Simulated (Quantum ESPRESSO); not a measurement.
Consider GdAlO3 (Pm-3m).

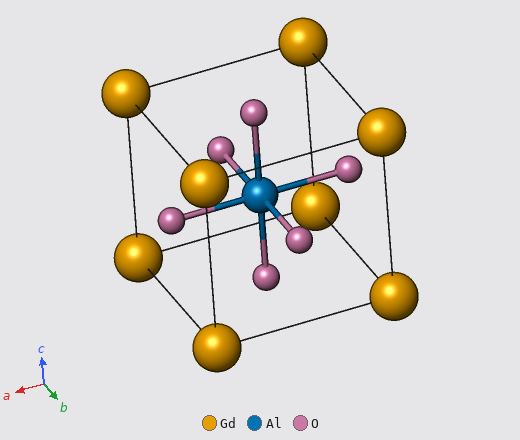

The structure (gadolinium orange, aluminium blue, oxygen pink). Some periodic images of atoms are drawn too.

```
Gd Al O
1.0
     3.73533    0.00000    0.00000
     0.00000    3.73533    0.00000
     0.00000    0.00000    3.73533
Gd Al O
1 1 3
Direct
  0.00000 0.00000 0.00000
  0.50000 0.50000 0.50000
  0.50000 0.50000 0.00000
  0.50000 0.00000 0.50000
  0.00000 0.50000 0.50000
```

Absorber: atom 3, with 2 Al at 1.87 Å (linear, site symmetry 4/mmm). Method: Quantum ESPRESSO XSpectra, PBEsol, full core hole (charged cell), 10-atom cell with 5.3 Å between holes, 5×5×5 k points, dipole transitions, Lorentzian half width 0.3 eV up to 4 eV, rising linearly to 2.5 eV at 25 eV (counted from xe0, 1.3 eV below the zero used here), without spin-orbit coupling.

**Question.** What does the O K edge look like?

Main maxima up to 24 eV above the zero (height): 2.8 eV (1.91), 10.0 eV (1.96) and 18.2 eV (0.66). A K edge sees empty p states on the absorber. The total-energy difference plus the lowest empty eigenvalue puts the zero at 537.14 eV. One term is added: -8.91 eV, since the hole is spin-paired here and a spin-polarised one costs that much less in the free atom (computed apart). The photon energy is then 528.23 eV. The functional and the charged cell's background leave an error in such absolute values: in the free atom PBEsol prices this hole 2.1 eV below PBE (computed apart), and PBE is itself good to a few eV.

The O K spectrum (energy from the lowest empty level; intensity scaled to a mean of 1 over the first 20 eV; the points at xe0, where the cut of filled states can leave a spike, are interpolated):

| E (eV) | intensity |
| --- | --- |
| -2.0 | 0.03 |
| -0.5 | 0.07 |
| 1.0 | 0.37 |
| 2.5 | 1.72 |
| 4.0 | 0.84 |
| 5.5 | 0.54 |
| 7.0 | 1.17 |
| 8.5 | 1.44 |
| 10.0 | 1.95 |
| 11.5 | 1.46 |
| 13.0 | 1.01 |
| 14.5 | 0.73 |
| 16.0 | 0.61 |
| 17.5 | 0.65 |
| 19.0 | 0.65 |
| 20.5 | 0.59 |
| 22.0 | 0.56 |
| 23.5 | 0.60 |
| 25.0 | 0.63 |
| 26.5 | 0.62 |
| 28.0 | 0.60 |
| 29.5 | 0.59 |
| 31.0 | 0.58 |

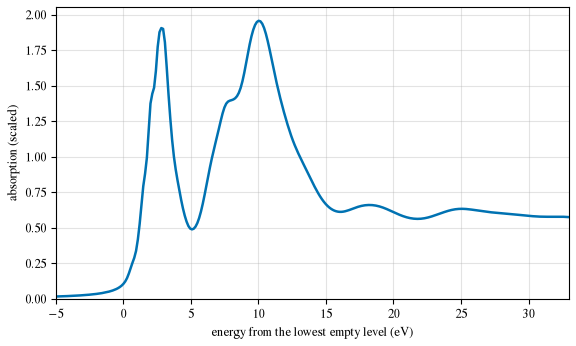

The O K edge.

The run has no spin polarisation, although Gd can carry a moment. Lanthanide 4f electrons are frozen in the core. The holes are only 5.3 Å apart, so the shape is probably not converged with cell size; no larger cell was run here. The structure is a computed Materials Project entry and may be a hypothetical form.

[Banner, clock and machine lines of the logs are left out without a mark of their own.]

[Logs are printed without paths, hosts, clocks, repeated set-up lines and the standing remarks that a program may print on its own settings, such as how far it seeks lower states.]

[Hosts, paths, dates, database ids (printed as entryN), source tags and the programs' standing remarks are cut or masked in the printed files.]

[Lists of maxima count a maximum above −3 eV only where it reaches 4 % of the highest in the window and stands out from its surroundings by 2 % of it (1.5 % where it reaches 55 %); shoulders and weaker maxima are passed over, and of the rest the first, up to two pre-edge ones and the few strongest are named.]
